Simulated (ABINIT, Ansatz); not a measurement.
# CsTlF3 (Fm-3m): G0W0 with ABINIT, start to end, part 2 of 3

Wanted: ground state, empty states, screening and self-energy for CsTlF3 (Fm-3m).

ABINIT 10.8.3; LDA and many-body steps on it, plane waves. Known limits of the many-body steps: not at the basis limit; no spin-orbit coupling; coarse k mesh.

So far. Step 2 (Ground state): The gap is indirect, with the least direct gap 0.53 eV higher.

## (3) Bands along the symmetry lines

Level of this step: DFT, LDA, plane waves, norm-conserving pseudopotentials (ABINIT).

The cheap functional maps the bands first; the places of the edges decide which points the dearer methods must see.

File run.abi:

```
acell 3*1.0 Angstrom
rprim 
  -0.000000000000 4.779973250000 4.779973250000
  4.779973250000 -0.000000000000 4.779973250000
  4.779973250000 4.779973250000 0.000000000000
ntypat 3
znucl 55 81 9
natom 10
typat 1 1 2 2 3 3 3 3 3 3
xred 
  0.750000000000 0.750000000000 0.750000000000
  0.250000000000 0.250000000000 0.250000000000
  0.500000000000 0.500000000000 0.500000000000
  0.000000000000 0.000000000000 0.000000000000
  0.772340010000 0.227659990000 0.227659990000
  0.227659990000 0.227659990000 0.772340010000
  0.227659990000 0.772340010000 0.772340010000
  0.227659990000 0.772340010000 0.227659990000
  0.772340010000 0.227659990000 0.772340010000
  0.772340010000 0.772340010000 0.227659990000
pp_dirpath "pseudos"
pseudos "Cs.upf, Tl.upf, F.upf"
ecut 36
iscf -2
irdden 1
kptopt 0
nkpt 20
kpt 
  0.00000000 0.00000000 0.00000000
  0.16666667 0.00000000 0.16666667
  0.33333333 0.00000000 0.33333333
  0.50000000 0.00000000 0.50000000
  0.54166667 0.08333333 0.54166667
  0.58333333 0.16666667 0.58333333
  0.62500000 0.25000000 0.62500000
  0.37500000 0.37500000 0.75000000
  0.25000000 0.25000000 0.50000000
  0.12500000 0.12500000 0.25000000
  0.00000000 0.00000000 0.00000000
  0.16666667 0.16666667 0.16666667
  0.33333333 0.33333333 0.33333333
  0.50000000 0.50000000 0.50000000
  0.50000000 0.41666667 0.58333333
  0.50000000 0.33333333 0.66666667
  0.50000000 0.25000000 0.75000000
  0.50000000 0.16666667 0.66666667
  0.50000000 0.08333333 0.58333333
  0.50000000 0.00000000 0.50000000
istwfk *1
nband 58
nbdbuf 2
tolwfr 1e-08
nstep 40
prtwf 0
prtvol 0
indata_prefix "in"
outdata_prefix "out"
tmpdata_prefix "tmp"
```

Started as:

```console
> OMP_NUM_THREADS=1 mpirun -n 4 abinit run.abi > log
```

Numbers of over 12 decimals in the logs are rounded to 6 here.

The program printed:

```text
.Version 10.8.3 of ABINIT. v10.8.2 released Aug 2026.

 Symmetries : space group Fm -3 m (#225); Bravais cF (face-center cubic)
[... echo of the input left out ...]
== DATASET  1 ==================================================================
-   mpi_nproc: 4, omp_nthreads: 1 (-1 if OMP is not activated)

--- !DatasetInfo
iteration_state: {dtset: 1, }
dimensions: {natom: 10, nkpt: 20, mband: 58, nsppol: 1, nspinor: 1, nspden: 1, mpw: 15284, }
cutoff_energies: {ecut:  36.0, pawecutdg:  -1.0, }
electrons: {nelect:   1.02000000E+02, charge:   0.00000000E+00, occopt:   1.00000000E+00, tsmear:   1.00000000E-02, }

 Real(R)+Recip(G) space primitive vectors, cartesian coordinates (Bohr,Bohr^-1):
 R(1)=  0.0000000  9.0328403  9.0328403  G(1)= -0.0553536  0.0553536  0.0553536
 R(2)=  9.0328403  0.0000000  9.0328403  G(2)=  0.0553536 -0.0553536  0.0553536
 R(3)=  9.0328403  9.0328403  0.0000000  G(3)=  0.0553536  0.0553536 -0.0553536
 Unit cell volume ucvol=  1.4740187E+03 bohr^3
 Angles (23,13,12)=  6.00000000E+01  6.00000000E+01  6.00000000E+01 degrees

 getcut: wavevector=  0.0000  0.0000  0.0000  ngfft=  72  72  72
         ecut(hartree)=     36.000   => boxcut(ratio)=   2.08678

--- Pseudopotential description ------------------------------------------------
- Cs Generated using ONCVPSP code by D. R. Hamann
- 55.00000   9.00000  201201                  znucl, zion, pspdat
12 -1012 3 -1 2328                            pspcod,pspxc,lmax,lloc,mmax
     nproj     2     2     2     2
  pspatm : epsatm=   21.68725381
         --- l  ekb(1:nproj) -->
             0    6.247599    0.778427
             1    6.343167    0.797067
             2    3.778962    0.917083
[...]
pspatm: atomic psp has been read  and splines computed

- Tl Generated using ONCVPSP code by D. R. Hamann
- 81.00000  21.00000  180309                  znucl, zion, pspdat
12 -1012 2 -1 1936                            pspcod,pspxc,lmax,lloc,mmax
     nproj     2     2     2     0
  pspatm : epsatm=   25.97486215
         --- l  ekb(1:nproj) -->
[...]
pspatm: atomic psp has been read  and splines computed

- F Generated using ONCVPSP code by D. R. Hamann
-  9.00000   7.00000  201202                  znucl, zion, pspdat
12 -1012 2 -1 824                             pspcod,pspxc,lmax,lloc,mmax
     nproj     2     2     1     0
  pspatm : epsatm=    4.94580260
         --- l  ekb(1:nproj) -->
[...]
2   -2.364936
 pspatm: atomic psp has been read  and splines computed

--------------------------------------------------------------------------------

================================================================================
 prteigrs : about to open file out_EIG
 Non-SCF case, kpt    1 (  0.00000  0.00000  0.00000), residuals and eigenvalues=
  6.46E-09  8.59E-09  2.08E-09  2.33E-09  5.23E-09  1.98E-09  2.40E-09  4.45E-09
[...]
-1.5396E-02 -1.5396E-02 -1.2557E-02 -1.2557E-02 -5.5255E-03 -5.5255E-03
 -1.0401E-03  1.4754E-02  8.3015E-02  1.8474E-01  2.5556E-01  2.9095E-01
[...]
--- !ResultsGS
iteration_state: {dtset: 1, }
comment   : Summary of ground state results
lattice_vectors:
- [ -0.0000000,   9.0328403,   9.0328403, ]
- [  9.0328403,  -0.0000000,   9.0328403, ]
- [  9.0328403,   9.0328403,   0.0000000, ]
lattice_lengths: [  12.77437,   12.77437,   12.77437, ]
lattice_angles: [ 60.000,  60.000,  60.000, ] # degrees, (23, 13, 12)
lattice_volume:   1.4740187E+03
convergence: {deltae:  0.000E+00, res2:  0.000E+00, residm:  9.981E-09, diffor:  0.000E+00, }
etotal    :  -5.77799733E+02
entropy   :   0.00000000E+00
fermie    :   8.30144395E-02
cartesian_stress_tensor: null
pressure_GPa: null
xred      :
- [  7.5000E-01,   7.5000E-01,   7.5000E-01, Cs]
- [  2.5000E-01,   2.5000E-01,   2.5000E-01, Cs]
- [  5.0000E-01,   5.0000E-01,   5.0000E-01, Tl]
- [  0.0000E+00,   0.0000E+00,   0.0000E+00, Tl]
- [  7.7234E-01,   2.2766E-01,   2.2766E-01,  F]
- [  2.2766E-01,   2.2766E-01,   7.7234E-01,  F]
- [  2.2766E-01,   7.7234E-01,   7.7234E-01,  F]
- [  2.2766E-01,   7.7234E-01,   2.2766E-01,  F]
- [  7.7234E-01,   2.2766E-01,   7.7234E-01,  F]
- [  7.7234E-01,   7.7234E-01,   2.2766E-01,  F]
cartesian_forces: null
force_length_stats: {min: null, max: null, mean: null, }

 Integrated electronic density in atomic spheres:
 ------------------------------------------------
 Atom  Sphere_radius  Integrated_density
[...]
================================================================================

 ----iterations are completed or convergence reached----

 Mean square residual over all n,k,spin=   63.625E-10; max=  99.812E-10
 reduced coordinates (array xred) for   10 atoms
[...]
0.772340010000      0.227659990000      0.772340010000
       0.772340010000      0.772340010000      0.227659990000

 cartesian coordinates (angstrom) at end:
[...]
9      4.779973     7.383529     4.779973
   10      4.779973     4.779973     7.383529
 length scales=  1.889726125908  1.889726125908  1.889726125908 bohr
              =  1.000000000000  1.000000000000  1.000000000000 angstroms
 prteigrs : about to open file out_EIG
 Eigenvalues (hartree) for nkpt=  20  k points:
 kpt#   1, nband= 58, wtk=  1.00000, kpt=  0.0000  0.0000  0.0000 (reduced coord)
[...]
kpt#   2, nband= 58, wtk=  1.00000, kpt=  0.1667  0.0000  0.1667 (reduced coord)
[...]
kpt#   3, nband= 58, wtk=  1.00000, kpt=  0.3333  0.0000  0.3333 (reduced coord)
[...]
kpt#  19, nband= 58, wtk=  1.00000, kpt=  0.5000  0.0833  0.5833 (reduced coord)
[...]
0.33198    0.36472
 kpt#  20, nband= 58, wtk=  1.00000, kpt=  0.5000  0.0000  0.5000 (reduced coord)
[...]
-0.01570   -0.01570   -0.01540   -0.01540   -0.01256   -0.01256   -0.00553   -0.00553
  -0.00104    0.01475    0.08301    0.18474    0.25556    0.29095    0.29095    0.32178
   0.33061    0.36224

== END DATASET(S) ==============================================================
================================================================================

 -outvars: echo values of variables after computation  --------
            nband          58
             nkpt          20
          spgroup         225
 [... the other variables as echoed above ...]

 Calculation completed.
```

Run time: 3 min. Hardware: 4 MPI ranks of Intel Xeon Platinum 8488C (Sapphire Rapids), shared host; peak memory 0.73 GiB.

Numbers from this step:

| Item | Value |
| --- | --- |
| gap | 2.044 eV |
| k of the valence top | 0.5, 0, 0.5 |
| k of the conduction bottom | 0.5, 0.5, 0.5 |
| least direct gap | 2.579 eV |

The gap is 2.044 eV, as in the run before at this level.

The electronic bands at the labelled points (eV, zero at the top of the highest filled band):

| point | band 48 | band 49 | band 50 | band 51 | band 52 | band 53 | band 54 | band 55 |
| --- | --- | --- | --- | --- | --- | --- | --- | --- |
| Γ | -2.28 | -2.28 | -1.86 | -1.86 | 3.29 | 4.64 | 4.64 | 4.64 |
| X | -2.41 | -2.29 | -1.86 | 0.00 | 2.77 | 4.70 | 5.66 | 5.66 |
| U | -2.39 | -2.34 | -2.04 | -0.09 | 2.51 | 4.91 | 5.57 | 5.73 |
| jump to K | -2.39 | -2.34 | -2.04 | -0.09 | 2.51 | 4.91 | 5.57 | 5.73 |
| Γ | -2.28 | -2.28 | -1.86 | -1.86 | 3.29 | 4.64 | 4.64 | 4.64 |
| L | -2.36 | -2.21 | -2.21 | -0.69 | 2.04 | 5.57 | 5.57 | 5.98 |
| W | -2.36 | -2.36 | -2.15 | -0.05 | 2.53 | 5.12 | 5.12 | 5.89 |
| X | -2.41 | -2.29 | -1.86 | 0.00 | 2.77 | 4.70 | 5.66 | 5.66 |

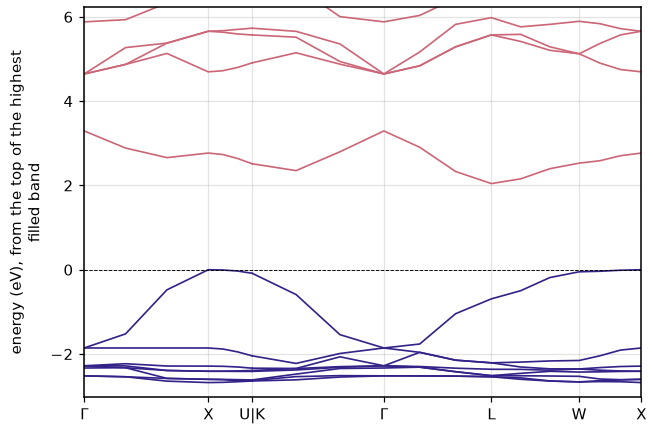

Electronic bands along the path; lines of filled and empty bands in two colours.

## (4) Empty states on the mesh, 2×2×2 mesh, 479 bands

The sums over transitions need many empty states on a uniform mesh; this step solves for them.

File run.abi:

```
acell 3*1.0 Angstrom
rprim 
  -0.000000000000 4.779973250000 4.779973250000
  4.779973250000 -0.000000000000 4.779973250000
  4.779973250000 4.779973250000 0.000000000000
ntypat 3
znucl 55 81 9
natom 10
typat 1 1 2 2 3 3 3 3 3 3
xred 
  0.750000000000 0.750000000000 0.750000000000
  0.250000000000 0.250000000000 0.250000000000
  0.500000000000 0.500000000000 0.500000000000
  0.000000000000 0.000000000000 0.000000000000
  0.772340010000 0.227659990000 0.227659990000
  0.227659990000 0.227659990000 0.772340010000
  0.227659990000 0.772340010000 0.772340010000
  0.227659990000 0.772340010000 0.227659990000
  0.772340010000 0.227659990000 0.772340010000
  0.772340010000 0.772340010000 0.227659990000
pp_dirpath "pseudos"
pseudos "Cs.upf, Tl.upf, F.upf"
ecut 36
ngkpt 2 2 2
nshiftk 1
shiftk 0 0 0
kptopt 1
chksymbreak 0
iscf -2
irdden 1
istwfk *1
nband 479
nbdbuf 42
tolwfr 1e-09
nstep 60
prtvol 0
indata_prefix "in"
outdata_prefix "out"
tmpdata_prefix "tmp"
```

Started as:

```console
> OMP_NUM_THREADS=1 mpirun -n 3 abinit run.abi > log
```

The program printed:

```text
.Version 10.8.3 of ABINIT. v10.8.2 released Aug 2026.

 Symmetries : space group Fm -3 m (#225); Bravais cF (face-center cubic)
[... echo of the input left out ...]
== DATASET  1 ==================================================================
-   mpi_nproc: 3, omp_nthreads: 1 (-1 if OMP is not activated)

--- !DatasetInfo
iteration_state: {dtset: 1, }
dimensions: {natom: 10, nkpt: 3, mband: 479, nsppol: 1, nspinor: 1, nspden: 1, mpw: 15284, }
cutoff_energies: {ecut:  36.0, pawecutdg:  -1.0, }
electrons: {nelect:   1.02000000E+02, charge:   0.00000000E+00, occopt:   1.00000000E+00, tsmear:   1.00000000E-02, }

 Real(R)+Recip(G) space primitive vectors, cartesian coordinates (Bohr,Bohr^-1):
 R(1)=  0.0000000  9.0328403  9.0328403  G(1)= -0.0553536  0.0553536  0.0553536
 R(2)=  9.0328403  0.0000000  9.0328403  G(2)=  0.0553536 -0.0553536  0.0553536
 R(3)=  9.0328403  9.0328403  0.0000000  G(3)=  0.0553536  0.0553536 -0.0553536
 Unit cell volume ucvol=  1.4740187E+03 bohr^3
 Angles (23,13,12)=  6.00000000E+01  6.00000000E+01  6.00000000E+01 degrees

 getcut: wavevector=  0.0000  0.0000  0.0000  ngfft=  72  72  72
         ecut(hartree)=     36.000   => boxcut(ratio)=   2.08678

--- Pseudopotential description ------------------------------------------------
- Cs Generated using ONCVPSP code by D. R. Hamann
- 55.00000   9.00000  201201                  znucl, zion, pspdat
12 -1012 3 -1 2328                            pspcod,pspxc,lmax,lloc,mmax
     nproj     2     2     2     2
  pspatm : epsatm=   21.68725381
         --- l  ekb(1:nproj) -->
             0    6.247599    0.778427
             1    6.343167    0.797067
             2    3.778962    0.917083
[...]
pspatm: atomic psp has been read  and splines computed

- Tl Generated using ONCVPSP code by D. R. Hamann
- 81.00000  21.00000  180309                  znucl, zion, pspdat
12 -1012 2 -1 1936                            pspcod,pspxc,lmax,lloc,mmax
     nproj     2     2     2     0
  pspatm : epsatm=   25.97486215
         --- l  ekb(1:nproj) -->
[...]
pspatm: atomic psp has been read  and splines computed

- F Generated using ONCVPSP code by D. R. Hamann
-  9.00000   7.00000  201202                  znucl, zion, pspdat
12 -1012 2 -1 824                             pspcod,pspxc,lmax,lloc,mmax
     nproj     2     2     1     0
  pspatm : epsatm=    4.94580260
         --- l  ekb(1:nproj) -->
[...]
2   -2.364936
 pspatm: atomic psp has been read  and splines computed

--------------------------------------------------------------------------------

================================================================================
 prteigrs : about to open file out_EIG
 Non-SCF case, kpt    1 (  0.00000  0.00000  0.00000), residuals and eigenvalues=
  7.87E-10  5.38E-10  1.89E-10  2.11E-10  2.30E-10  1.85E-10  2.27E-10  9.12E-10
[...]
-2.4655E+00 -2.4655E+00 -6.9952E-01 -6.8918E-01 -6.8918E-01 -6.8776E-01
 -6.8776E-01 -6.8776E-01 -6.4065E-01 -6.4016E-01 -2.7628E-01 -2.7628E-01
[...]
3.1385E+00  3.1630E+00  3.1631E+00  3.1640E+00  3.1673E+00  3.1678E+00
  3.1686E+00  3.1712E+00  3.1713E+00  3.1716E+00  3.1727E+00  3.1745E+00
  3.1806E+00  3.1813E+00  3.1825E+00  3.1895E+00  3.2074E+00
 prteigrs : prtvol=0 or 1, do not print more k-points.

--- !ResultsGS
iteration_state: {dtset: 1, }
comment   : Summary of ground state results
lattice_vectors:
- [ -0.0000000,   9.0328403,   9.0328403, ]
- [  9.0328403,  -0.0000000,   9.0328403, ]
- [  9.0328403,   9.0328403,   0.0000000, ]
lattice_lengths: [  12.77437,   12.77437,   12.77437, ]
lattice_angles: [ 60.000,  60.000,  60.000, ] # degrees, (23, 13, 12)
lattice_volume:   1.4740187E+03
convergence: {deltae:  0.000E+00, res2:  0.000E+00, residm:  9.997E-10, diffor:  0.000E+00, }
etotal    :  -5.77799733E+02
entropy   :   0.00000000E+00
fermie    :   8.30144395E-02
cartesian_stress_tensor: null
pressure_GPa: null
xred      :
- [  7.5000E-01,   7.5000E-01,   7.5000E-01, Cs]
- [  2.5000E-01,   2.5000E-01,   2.5000E-01, Cs]
- [  5.0000E-01,   5.0000E-01,   5.0000E-01, Tl]
- [  0.0000E+00,   0.0000E+00,   0.0000E+00, Tl]
- [  7.7234E-01,   2.2766E-01,   2.2766E-01,  F]
- [  2.2766E-01,   2.2766E-01,   7.7234E-01,  F]
- [  2.2766E-01,   7.7234E-01,   7.7234E-01,  F]
- [  2.2766E-01,   7.7234E-01,   2.2766E-01,  F]
- [  7.7234E-01,   2.2766E-01,   7.7234E-01,  F]
- [  7.7234E-01,   7.7234E-01,   2.2766E-01,  F]
cartesian_forces: null
force_length_stats: {min: null, max: null, mean: null, }

 Integrated electronic density in atomic spheres:
 ------------------------------------------------
 Atom  Sphere_radius  Integrated_density
[...]
================================================================================

 ----iterations are completed or convergence reached----

 Mean square residual over all n,k,spin=   35.766E-11; max=  99.974E-11
 reduced coordinates (array xred) for   10 atoms
[...]
0.772340010000      0.227659990000      0.772340010000
       0.772340010000      0.772340010000      0.227659990000

 cartesian coordinates (angstrom) at end:
    1      7.169960     7.169960     7.169960
    2      2.389987     2.389987     2.389987
    3      4.779973     4.779973     4.779973
[...]
9      4.779973     7.383529     4.779973
   10      4.779973     4.779973     7.383529
 length scales=  1.889726125908  1.889726125908  1.889726125908 bohr
              =  1.000000000000  1.000000000000  1.000000000000 angstroms
 prteigrs : about to open file out_EIG
 Eigenvalues (hartree) for nkpt=   3  k points:
 kpt#   1, nband=479, wtk=  0.12500, kpt=  0.0000  0.0000  0.0000 (reduced coord)
[...]
3.09647    3.09647    3.12976    3.12980    3.13831    3.13833    3.13851    3.16303
   3.16312    3.16396    3.16732    3.16784    3.16861    3.17116    3.17127    3.17156
   3.17274    3.17450    3.18062    3.18131    3.18247    3.18948    3.20741
 prteigrs : prtvol=0 or 1, do not print more k-points.

== END DATASET(S) ==============================================================
================================================================================

 -outvars: echo values of variables after computation  --------
            nband         479
             nkpt           3
          spgroup         225
 [... the other variables as echoed above ...]

 Calculation completed.
```

The job ended after 13 min (3 MPI ranks; peak memory 0.9 GiB; 38 min of CPU time).

Numbers from this step:

```
gap                                                           : 2.044 eV
k of the valence top                                          : 0.5, 0.5, 0
k of the conduction bottom                                    : 0.5, 0, 0
least direct gap                                              : 2.735 eV
k points computed                                             : 3
lowest point of the top converged band, above the valence top : 77.8167 eV
```

On this mesh the gap is 2.044 eV.

## (5) Screening, 2×2×2 mesh, 437 bands, screening to 217.7 eV

The RPA dielectric matrix is built and inverted for each q.

This step: RPA screening on LDA, plane waves, norm-conserving pseudopotentials.

run.abi, as its differences from that of step 4:

```diff
@@ -28,10 +28,11 @@
 chksymbreak 0
-iscf -2
-irdden 1
 istwfk *1
-nband 479
-nbdbuf 42
-tolwfr 1e-09
-nstep 60
-prtvol 0
+occopt 1
+irdwfk 1
+optdriver 3
+nband 437
+ecuteps 8
+inclvkb 2
+awtr 1
+symchi 1
 indata_prefix "in"
```

Started as:

```console
> OMP_NUM_THREADS=1 mpirun -n 4 abinit run.abi > log
```

The program printed:

```text
.Version 10.8.3 of ABINIT. v10.8.2 released Aug 2026.

 Symmetries : space group Fm -3 m (#225); Bravais cF (face-center cubic)
[... echo of the input left out ...]
== DATASET  1 ==================================================================
-   mpi_nproc: 4, omp_nthreads: 1 (-1 if OMP is not activated)

--- !DatasetInfo
iteration_state: {dtset: 1, }
dimensions: {natom: 10, nkpt: 3, mband: 437, nsppol: 1, nspinor: 1, nspden: 1, mpw: 15284, }
cutoff_energies: {ecut:  36.0, pawecutdg:  -1.0, }
electrons: {nelect:   1.02000000E+02, charge:   0.00000000E+00, occopt:   1.00000000E+00, tsmear:   1.00000000E-02, }

 SCREENING: Calculation of the susceptibility and dielectric matrices

 Based on a program developped by R.W. Godby, V. Olevano, G. Onida, and L. Reining.
 Incorporated in ABINIT by V. Olevano, G.-M. Rignanese, and M. Torrent.
.Using double precision arithmetic ; gwpc =  8

[... cell and pseudopotentials left out ...]
--------------------------------------------------------------------------------

 ==== K-mesh for the wavefunctions ====
 Number of points in the irreducible wedge :     3
[... list of points left out ...]
 Together with 48 symmetry operations and time-reversal symmetry
 yields     8 points in the full Brillouin Zone.

 ==== Q-mesh for the screening function ====
 Number of points in the irreducible wedge :     3
[... list of points left out ...]
 Together with 48 symmetry operations and time-reversal symmetry
 yields     8 points in the full Brillouin Zone.

 setmesh: FFT mesh size selected  =    54x   54x   54
          total number of points  =       157464

 vcoul_init : cutoff-mode = AUXILIARY_FUNCTION
 q-points for optical limit:   1
     1)      0.000010    0.000020    0.000030

- screening: taking advantage of time-reversal symmetry
- Maximum band index for partially occupied states nbvw = 51
- Remaining bands to be divided among processors   nbcw = 386
- Number of bands treated by each node ~96

 Number of electrons calculated from density =  102.0000; Expected =  102.0000
 average of density, n =  0.069199
 r_s =    1.5110
 omega_plasma =   25.3749 [eV]

 calculating chi0 at frequencies [eV] :
  1    0.000000E+00    0.000000E+00
  2    0.000000E+00    2.537489E+01

--------------------------------------------------------------------------------
  q-point number  1        q = ( 0.000000, 0.000000, 0.000000) [r.l.u.]
--------------------------------------------------------------------------------
[... chi0 elements left out ...]
 For q-point:  0.000010 0.000020 0.000030
  dielectric constant =   3.3396
  dielectric constant without local fields =   3.8239

  Average fulfillment of the sum rule on Im[epsilon] for q-point    1 :     70.40  [%]
[... wings left out ...]
  q-point number  2        q = ( 0.500000, 0.000000, 0.000000) [r.l.u.]
--------------------------------------------------------------------------------
[... chi0 elements left out ...]
  Average fulfillment of the sum rule on Im[epsilon] for q-point    2 :     74.48  [%]

 [... 1 further q-points ...]
```

Elapsed: 17 min, on 4 MPI ranks; peak memory 6.7 GiB.

Numbers from this step:

* ε∞ with local fields, on this mesh, along the program's q direction: 3.340
* the same without local fields: 3.824
* plasma frequency: 25.37 eV
* plane waves in the screening matrix: 1639

Local fields lower ε∞ by 13 %. On a Γ-centred mesh this coarse the value itself is usually too large, while a short band sum pulls it down.

(Part 2 of 3 ends here.)

[Paths, hosts, dates, memory and timing lines, banners, echoed tables and standing remarks are left out of the program output.]

[Logs are printed without paths, hosts, clocks, repeated set-up lines and the standing remarks that a program may print on its own settings, such as how far it seeks lower states.]

[Runs of the session that timed out or met a known fault of the program may be left out.]

[Hosts, paths, dates, database ids (printed as entryN), source tags and the programs' standing remarks are cut or masked in the printed files.]

[G0W0 gaps are taken among the corrected bands and points alone; a level outside them can change the order at an edge.]

[Where Ansatz stands beside ABINIT at settings called matched, ABINIT's density can come from a denser mesh and the files from another edition; pairs whose starting gaps differed by over 0.03 eV were left out, so agreement reads better than it is.]
